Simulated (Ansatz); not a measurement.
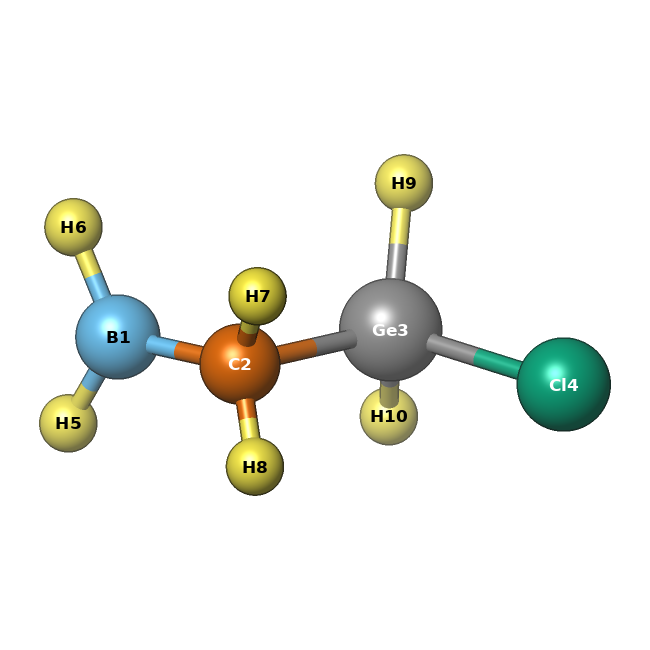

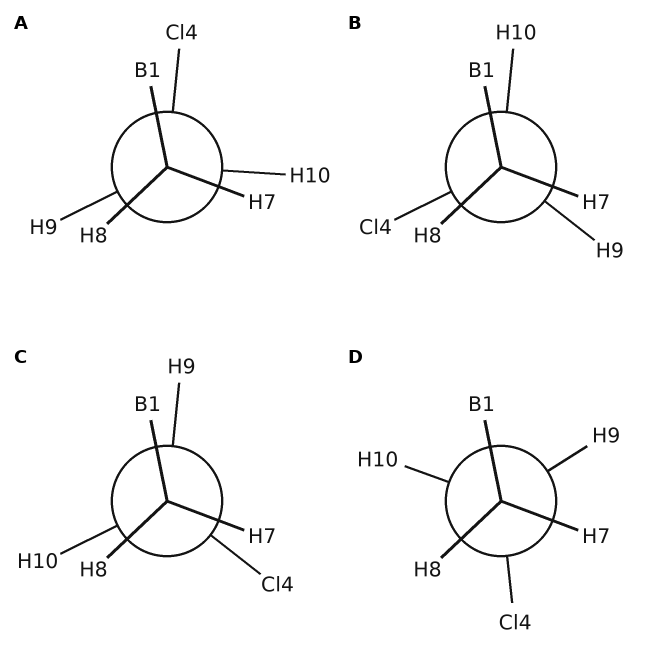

Atoms fade into the background with distance from the viewer. Bonds that would overlap in a projection are set slightly apart. The computed structure is the end point of a PBE-D4/def2-SVP optimisation. No frequency run is at hand to confirm it as a minimum.

Question: Which Newman projection shows the view along C2–Ge3, with C2 in front?

Answer: D. The torsion angle B1–C2–Ge3–Cl4 is −175°, antiperiplanar (anti).
